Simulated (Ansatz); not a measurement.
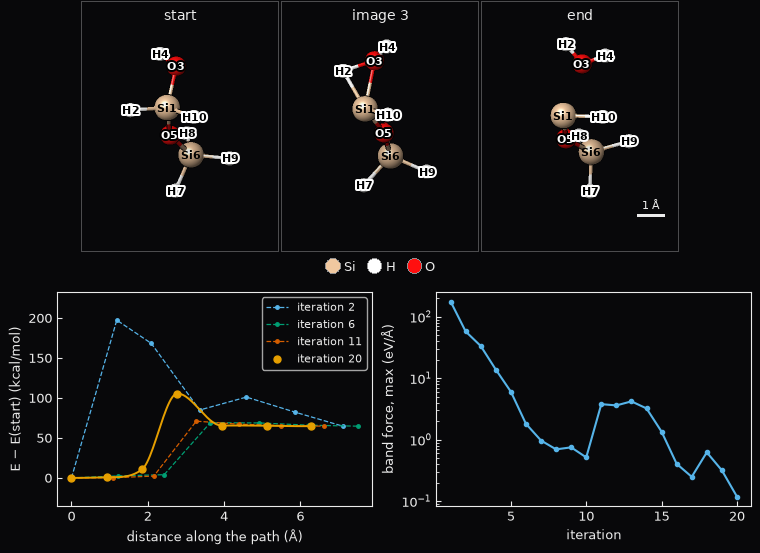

A search for the minimum-energy path of Si2H6O2 by the nudged elastic band. Images are numbered from 0 (start) to 6 (end). The plot follows the band through its iterations. Style: ball-and-stick. Shown from a free direction.

The calculation used RHF/6-31G* (Ansatz). Set-up: 5 movable images; climbing image; force threshold 0.2 eV/Å; iteration limit 60; starting path through a guess of the saddle point.

### Did the band converge, and can the barrier be trusted?

The run met only a loose threshold, so the barrier can't be trusted yet. The band converged in 20 iterations. The largest component of the band force went from 180 to 0.12 eV/Å. The climbing image converged on the top of the path. Its curvatures weren't checked. The force threshold is so loose that the height of the top is at best an upper bound. The first iteration put the highest image at 647.1 kcal/mol. Forward barrier 105.6 kcal/mol, backward barrier 40.8 kcal/mol, with image 3 at the top; the reaction energy is +64.8 kcal/mol.

Limits of the set-up: Hartree-Fock leaves out electron correlation.
